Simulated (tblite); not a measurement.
Frequency calculation of C$_{3}$H$_{10}$ClGe$_{2}$N

- system: C$_{3}$H$_{10}$ClGe$_{2}$N
- method: GFN2-xTB harmonic vibrations, gas phase (tblite 0.8.0)

It belongs to a series of runs on one base structure; here: H on N replaced by allyl.

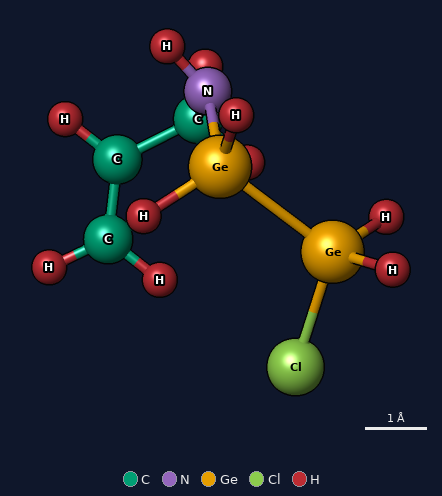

Figure 1. The structure as given in the input (ball-and-stick view, seen at a tilt). Sticks mark near contacts.

Key numbers:

| quantity | value |
| --- | --- |
| outcome | converged |
| total energy | −622.4318 eV |
| zero-point energy | 71.7120 kcal/mol |
| hardware | 1 CPU thread, shared host |
| wall time | 3.4 s |
| peak memory | 0.18 GiB |

Input:
```
{"job": {"kind": "ir", "xc": "GFN2-xTB", "basis": "xTB"}, "charge": 0, "multiplicity": 1}
C      1.215277     1.808561     0.830450
C      1.818963     0.653212     0.621218
C      1.387953    -0.324140    -0.430596
N      0.644321    -1.445407     0.137407
Ge    -1.028268    -1.147806     0.801812
Ge    -2.290787    -0.107365    -0.957139
Cl    -2.581017     1.956067    -0.646437
H      1.508806     2.474552     1.624355
H      0.403570     2.141127     0.201364
H      2.628568     0.323034     1.260142
H      2.255002    -0.716281    -0.973406
H      0.725135     0.176712    -1.145345
H      1.245783    -1.999446     0.734780
H     -1.075079    -0.347519     2.101657
H     -1.502574    -2.536211     1.158323
H     -1.671350    -0.221747    -2.346967
H     -3.691302    -0.675312    -1.149552
```

The first line tells a small driver script what to run in tblite; the rest is the geometry in Å.

Launched with:
```bash
OMP_NUM_THREADS=1 python <driver script> task.json out
```

Output:
```
mode    cm-1     km/mol
  1      22.2      0.56
  2      37.4      0.21
  3      60.3      0.21
  4      83.0      0.81
  5      97.8      2.05
  6     113.6      0.89
  7     235.6      0.60
  8     254.2     11.11
  9     333.2      2.98
 10     351.6     31.36
 11     374.8     61.37
 12     394.1     29.62
 13     425.7      3.72
 14     504.9    144.13
 15     583.6    343.19
 16     593.2     53.78
 17     613.7     37.87
 18     631.3    457.00
 19     696.5     66.16
 20     704.0     77.33
 21     811.0    393.30
 22     864.0    106.02
 23     898.0      9.77
 24     912.8      5.82
 25     965.4      1.79
 26    1012.3     21.31
 27    1070.1     63.95
 28    1081.4      7.56
 29    1193.7      8.76
 30    1267.0      2.42
 31    1293.3      3.16
 32    1333.3     18.31
 33    1406.7      0.92
 34    1463.8      1.75
 35    1707.6      2.30
 36    1756.7     37.91
 37    1783.8    671.69
 38    1839.4    539.56
 39    1928.4    537.53
 40    2918.3     62.92
 41    2923.8     47.36
 42    3047.0     40.53
 43    3082.2     18.34
 44    3119.6     42.80
 45    3373.4      6.30
```

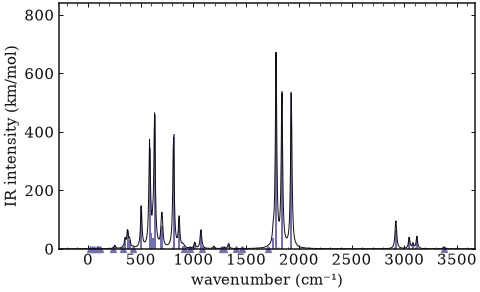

Figure 2. Harmonic infrared spectrum, unscaled: sticks (degenerate modes added up, dark ones marked on the axis) with a Lorentzian envelope of 16 cm⁻¹ full width, scaled to the tallest stick. 45 modes from 22 to 3373 cm⁻¹, none imaginary. The strongest line is at 1784 cm⁻¹ (672 km/mol).
